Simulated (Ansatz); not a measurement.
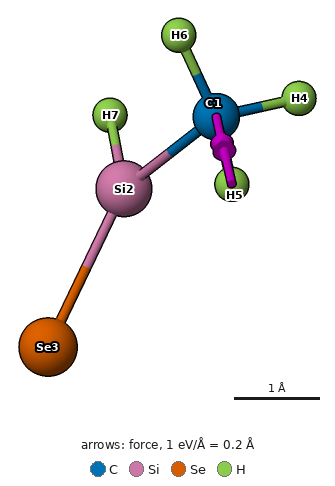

Starting geometry of CH4SeSi with the computed forces as purple arrows. Style: ball-and-stick. Shown from a free direction.

Level of theory: RKS PBE0-D4/def2-TZVP in Ansatz 0.2.0.

Input
```yaml
crystal:
  periodic: [false, false, false]
  atoms:
    - {symbol: C, position_ang: [-0.724481, 0.445696, -0.241468]}
    - {symbol: Si, position_ang: [0.827184, -0.449185, 0.237865]}
    - {symbol: Se, position_ang: [0.980870, -2.195829, 1.349012]}
    - {symbol: H, position_ang: [-0.694931, 1.469168, 0.145907]}
    - {symbol: H, position_ang: [-1.874420, -0.214902, 0.257669]}
    - {symbol: H, position_ang: [-0.788734, 0.515344, -1.332083]}
    - {symbol: H, position_ang: [2.008825, 0.277076, -0.301594]}
basis:
  gaussian: {orbitals: def2-TZVP}
hamiltonian: {xc: pbe0, dispersion: d4}
relax: {f_tol: 0.005, max_steps: 200, constraints: [{distance: [0, 4]}]}
```

Run as
```bash
ansatz run in.yaml --threads 2 --pin off --events-out ev --progress --plain --max-ram 4352MiB
```

**What follows when this structure is relaxed?**

It isn't relaxed: the largest force vector, on H5, is 4.69 eV/Å. The final displacements have little in common with the starting forces (cosine between the two patterns 0.08). After 5 geometry steps the energy has fallen by 0.61 kcal/mol. Largest force component: 0.34 eV/Å at the start, 0.0029 eV/Å at the end. The atom that moves furthest after the best rigid fit is H5 (0.080 Å). By element the largest moves are H 0.080 Å, C 0.048 Å, Se 0.033 Å, Si 0.006 Å. Some distances before and after: C1–Si2 1.854 → 1.849 Å. Bond angles that change, for instance: Si2–C1–H4 109.7° → 113.5°, H4–C1–H6 107.1° → 109.8°. Cost: 16 s on 2 threads of Arm Neoverse V2, with other jobs on the host.
